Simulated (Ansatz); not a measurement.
## Abstraction of Br: CHBr3 + SiH3 → CHBr2 + SiH3Br

Species: CHBr3 (bromoform) `BrC(Br)Br`, singlet; SiH3 (silyl radical) `[SiH3]`, doublet; CHBr2 `Br[CH]Br`, doublet; SiH3Br `[SiH3]Br`, singlet. A radical takes Br: the energy is the difference in strength between the C–Br bond broken and the Si–Br bond made.

Shapes, held fixed at every level: PBE0-D4/def2-TZVP. Programs: Ansatz 0.2.0. The zero-point and thermal change to 298 K, harmonic and unscaled (PBE0-D4/def2-TZVP), is +0.9 kJ/mol.

| level | kind | ΔH(298 K) (kJ/mol) | less CCSD(T)/def2-TZVPP |
| --- | --- | --- | --- |
| HF/def2-TZVPP | Hartree–Fock | -174.9 | -43.3 |
| SPW92/def2-TZVPP | LDA | -122.4 | +9.2 |
| B3LYP-D4/def2-TZVPP | global hybrid | -138.3 | -6.7 |
| r2SCAN0-D4/def2-TZVPP | global hybrid | -150.1 | -18.5 |
| wB97X-V/def2-TZVPP | range-separated hybrid | -144.6 | -13.0 |
| B2PLYP/def2-TZVPP | double hybrid | -140.0 | -8.4 |
| CCSD(T)/def2-TZVPP | coupled cluster or CI | -131.6 | 0.0 |

The highest level, CCSD(T)/def2-TZVPP, gives ΔH(298 K) = -131.6 kJ/mol; the levels span -174.9 to -122.4. The column of differences is taken from that level and isn't an error. No measured value is set beside it here. Open shells run unrestricted. Relativity is left out for Br. Outer-core shells of Br are correlated, in sets that cover them unevenly.

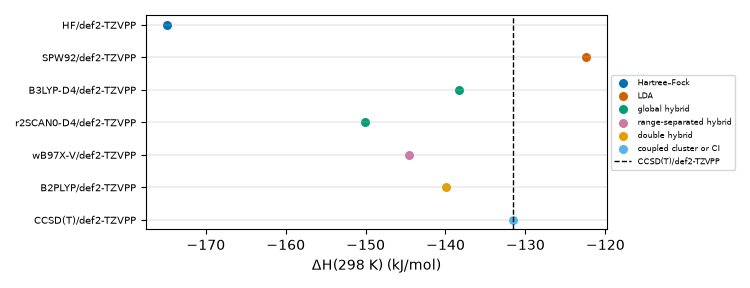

The values of the table, level by level.
